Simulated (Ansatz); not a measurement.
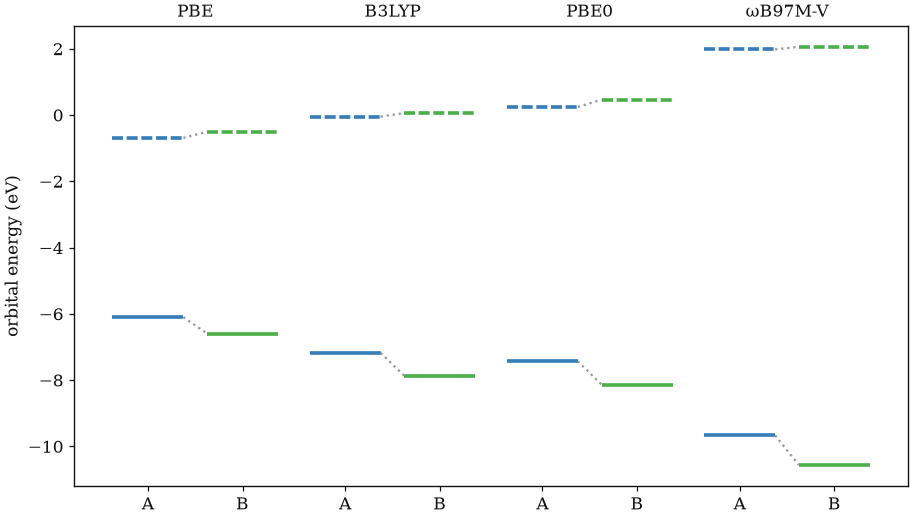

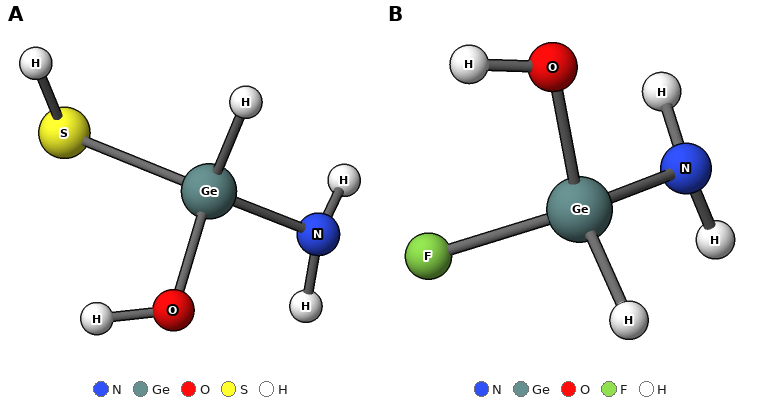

One change: A, GeNH₅SO (SMILES [NH2][Ge@H]([OH])[SH]), becomes B, GeNH₄OF (SMILES [NH2][Ge@@H]([OH])[F]). SH on Ge is replaced by F. HOMO (solid) and LUMO (dashed) computed in def2-TZVPP at PBE0-D4/def2-TZVP geometries, both minima by their frequencies, gas phase, the Ansatz code. Empty levels above zero depend strongly on the basis.

### What does the change do to HOMO and LUMO?

PBE: the HOMO falls by 0.50 eV, the LUMO rises by 0.18 eV, and the separation goes from 5.41 to 6.09 eV. B3LYP: the HOMO falls by 0.69 eV, the LUMO rises by 0.11 eV, and the separation goes from 7.13 to 7.93 eV. PBE0: the HOMO falls by 0.70 eV, the LUMO rises by 0.22 eV, and the separation goes from 7.68 to 8.60 eV. ωB97M-V: the HOMO falls by 0.90 eV, the LUMO rises by 0.08 eV, and the separation goes from 11.65 to 12.62 eV.

### Do the functionals agree on the effect?

They agree on the direction for both levels; the HOMO shift lies between −0.90 and −0.50 eV and the LUMO shift between 0.08 and 0.22 eV, while the separations themselves differ by up to 6.5 eV between functionals.
